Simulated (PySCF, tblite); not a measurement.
# C6H6F2: geometry, infrared bands, NMR shifts, spin-spin couplings and electronic excitations

Aim: predict the infrared bands, NMR shifts, spin-spin couplings and electronic excitations of C6H6F2 (`FC1(F)C=C[C@@H]2C[C@@H]21`).

The runs use tblite 0.8.0 and PySCF 2.14.0, with density-fitted response routines of our own; the level of theory stands in each step. All values are computed, except where a source is named. Atoms are numbered from 0 throughout.

**1. The molecule as given**

14 atoms, charge 0, multiplicity 1; geometry from: force field or distance geometry start.

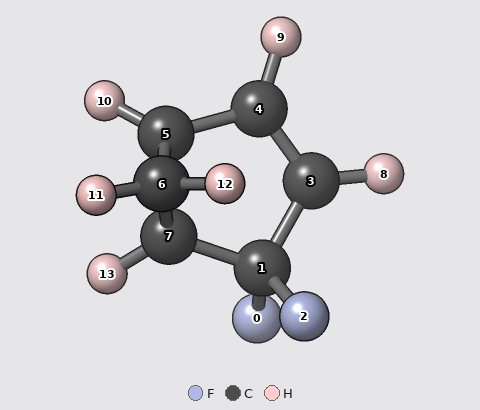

As it starts; fluorine light blue, carbon dark grey, hydrogen pink, atoms numbered; sticks join atoms by distance.

**2. Optimising the geometry with GFN2-xTB**

Job settings and geometry (Å):

```
{"job": {"kind": "relax", "xc": "GFN2-xTB", "basis": "xTB"}, "charge": 0, "multiplicity": 1}
F      0.944000    -2.001500    -1.085900
C      0.520600    -1.202900    -0.052000
F      0.332200    -1.916800     1.132400
C      1.496000    -0.101300     0.136800
C      0.946200     1.078300    -0.056800
C     -0.479900     0.984800    -0.428200
C     -1.367900     0.391400     0.610300
C     -0.730500    -0.479600    -0.436900
H      2.564600    -0.208500     0.426100
H      1.482200     2.038000     0.024400
H     -0.896700     1.585000    -1.253400
H     -2.470400     0.435300     0.541400
H     -0.962700     0.287300     1.660100
H     -1.378500    -0.890000    -1.240400
```

Launch:

```bash
$ OMP_NUM_THREADS=1 python probes_run.py task.json out
```

One launch serves the whole session: the jobs run in the order shown.

**Question.** This job is followed by: GFN2-xTB harmonic vibrations, gas phase; PBE0-D3(BJ)/def2-SVP geometry optimisation, gas phase; GIAO PBE0/pcSseg-1 NMR shielding, non-relativistic, gas phase; B3LYP/pcJ-1 indirect spin-spin coupling, non-relativistic, gas phase; TDDFT CAM-B3LYP/def2-SVPD, vertical, gas phase, core orbitals frozen in the response; GIAO B3LYP/pcSseg-1 NMR shielding, non-relativistic, gas phase. Predict these results of the whole session: strongest single infrared mode (GFN2-xTB); zero-point energy (GFN2-xTB); point group; rotational constants (main isotopes); ¹³C shifts against TMS (PBE0/pcSseg-1); ¹H shifts against TMS (PBE0/pcSseg-1); ¹⁹F shifts against CFCl3 (PBE0/pcSseg-1); surface potential, least and greatest; largest coupling of the table (B3LYP/pcJ-1); lowest singlet (CAM-B3LYP/def2-SVPD); lowest triplet; vertical ionisation energy (ΔSCF); range of the shift of C1.

The runs gave:

| quantity | value |
| --- | --- |
| strongest single infrared mode (GFN2-xTB) | 1028 cm⁻¹, 94 km/mol |
| zero-point energy (GFN2-xTB) | 65.1 kcal/mol |
| point group | C1 |
| rotational constants (main isotopes) | 3.48, 2.05, 1.80 GHz |
| ¹³C shifts against TMS (PBE0/pcSseg-1) | 152.9, 135.2, 133.3, 26.1, 23.8, 23.4 ppm |
| ¹H shifts against TMS (PBE0/pcSseg-1) | 6.50, 5.57, 1.86, 1.84, 1.04, 0.69 ppm |
| ¹⁹F shifts against CFCl3 (PBE0/pcSseg-1) | -96.7, -120.1 ppm |
| surface potential, least and greatest | -1.03 V and 1.08 V |
| largest coupling of the table (B3LYP/pcJ-1) | ¹J(F,C) F0–C1, -299.6 Hz |
| lowest singlet (CAM-B3LYP/def2-SVPD) | 6.31 eV (197 nm), f = 0.102 |
| lowest triplet | 4.07 eV |
| vertical ionisation energy (ΔSCF) | 9.78 eV |
| range of the shift of C1 | 133.3 to 135.8 ppm |

What this shows: Relaxing lowered the energy by 0.373 eV in 31 steps; the close pair that moved most is C6–H12, from 1.130 to 1.080 Å (GFN2-xTB). All 36 modes are real, so the xTB geometry is a minimum. The strongest single mode, at 1028 cm⁻¹, has its largest shares on C1, C5 and H9 (the list is cut at 3 atoms). GFN2-xTB is a fitted tight-binding method: band positions and strengths are rough. Its intensities can rank the bands wrongly. The optimisation took 8 steps and gained 0.149 eV; among the close pairs (by a distance rule), C3–H8 changed most, from 1.048 to 1.091 Å (PBE0/def2-SVP). At PBE0/pcSseg-1: The largest span, 229 ppm, is at C4, where the paramagnetic term is -220 ppm. By nearest atom (PBE0/pcSseg-1), the HOMO sits on C3 32 %; C4 21 % and the LUMO on C3, C4 about 30 % each; H8, H9 about 8 % each. In the run at B3LYP/pcJ-1, the largest coupling of the table is F0–C1, -299.6 Hz, of which the Fermi-contact term gives -301.0 Hz. Couplings across rotatable bonds belong to this one conformer; where others are populated, the observed values are averages. Density functionals describe couplings to fluorine poorly, F–F couplings above all, so those rows are rough. The lowest singlet, at 6.31 eV, is HOMO→LUMO 0.92 and is bright. The lowest triplet lies 2.24 eV below the lowest singlet (triplets in Tamm-Dancoff, singlets in full TDDFT). The orbital energy would give 8.96 eV for ionisation, ΔSCF gives 9.78 eV. In ppm, C1 moves most: its shift spreads over 2.5 ppm, from 133.3 (PBE0/pcSseg-1) to 135.8 (B3LYP/pcSseg-1).
